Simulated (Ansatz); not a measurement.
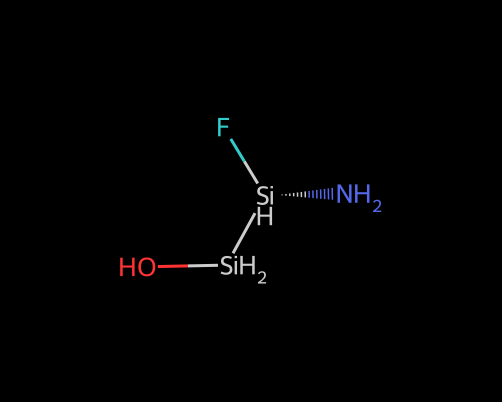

Figure made from data computed with Ansatz.

2D structure.

Question: Transcribe the drawing into SMILES.

Answer: N[Si@@H](F)[SiH2]O

Question: Give the formula, hydrogens included.

Answer: FH6NOSi2.

Question: An optimisation with PBE0-D4/def2-TZVP gave a structure of which point group?

Answer: C1.
